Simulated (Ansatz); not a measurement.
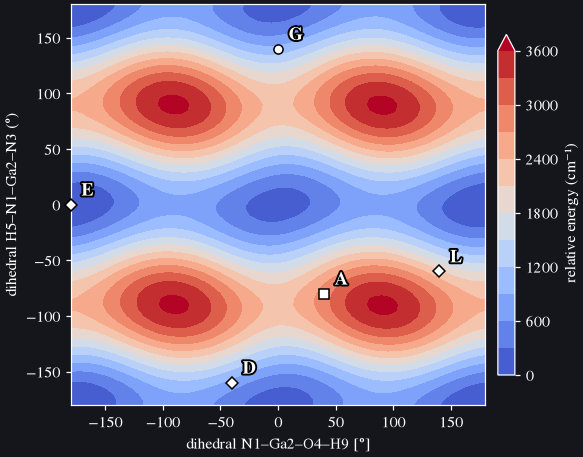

GaH5N2O, SMILES [NH2][Ga]([NH2])[OH]. First axis: dihedral N1–Ga2–O4–H9. Second axis: dihedral H5–N1–Ga2–N3. Nothing is relaxed (all other coordinates rigid). Grid: 18 × 18 points. Energies are in cm⁻¹, from the lowest grid point. The calculation used Ansatz 0.2.0, RHF/def2-TZVP.

The picture shows filled contours, one colour for all values above the top of the scale, lettered points. Between grid points the surface is interpolated.

Q: Is E the lowest point of the computed grid?

A: No. E lies 23 cm⁻¹ above the lowest grid point, which is at dihedral N1–Ga2–O4–H9 = −180°, dihedral H5–N1–Ga2–N3 = −180°. It is a local minimum.

Q: What kind of point is each of D, E, G, L: minimum, saddle, maximum or slope?

A: D: on a slope; E: minimum; G: on a slope; L: on a slope. (In these two coordinates alone; a stationary point may lie a little off the grid point.)
